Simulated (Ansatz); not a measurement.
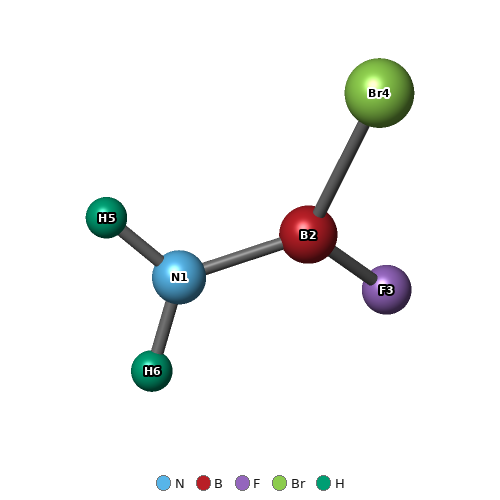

The system is BBrFH2N, SMILES NB(F)Br; the picture shows the grid point nearest to the relaxed geometry. Two internal coordinates are moved rigidly from the geometry relaxed at PBE0-D4/def2-TZVP, all others fixed. Coordinates scanned: (1) angle Br4–B2–F3; (2) torsion H5–N1–B2–F3. The grid has 5 × 4 points. Points are written as (first, second). All energies are given in kJ/mol relative to the lowest grid point. The calculation used RKS PBE-D4/def2-TZVPP in Ansatz 0.2.0.

Its coordinates:

```xyz
6

N     0.0514    0.7765    0.1106
B     0.0419   -0.6070    0.0352
F     0.0066   -1.3503    1.1328
Br    0.0798   -1.5077   -1.6722
H    -0.3325    1.3629   -0.6075
H     0.4477    1.2629    0.8970
```

Range: angle Br4–B2–F3 from 100 to 136°; torsion H5–N1–B2–F3 from −151 to −16°.

Q: What landscape does the calculation give?

A: The lowest grid point is at (118°, −16°). It lies at the edge of the scanned range, so the true minimum may lie outside. The highest grid point, (136°, −106°), lies 138 kJ/mol above the lowest.

```csv
"torsion H5–N1–B2–F3 ↓, angle Br4–B2–F3 →",100,109,118,127,136
−16,40,10,0,10,42
−61,92,66,62,78,116
−106,106,81,79,97,138
−151,51,21,13,24,57
```

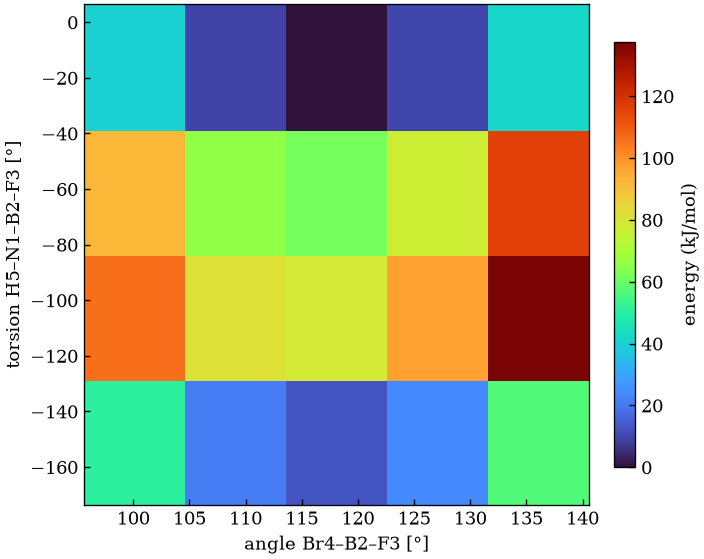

Drawn: one coloured cell a grid point.
